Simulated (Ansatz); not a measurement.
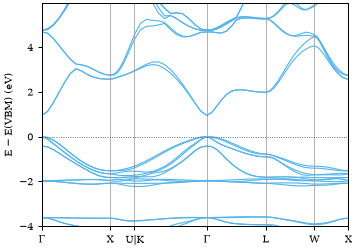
Figure: Band structure from DFT-PBE with spin–orbit coupling in the program Ansatz with PAW potentials

The gap is 0.95 eV; an edge lies off the plotted path or next to a special point (maximum on the Γ–X line, 1 % of the way from Γ, minimum at Γ).

The material is CuI (zinc blende, F-43m).

The cell was relaxed with PBE under the symmetry of its start; phonons on a q-mesh show no instability. No spin polarisation was allowed.

Potentials: the later of the program's two PAW sets.
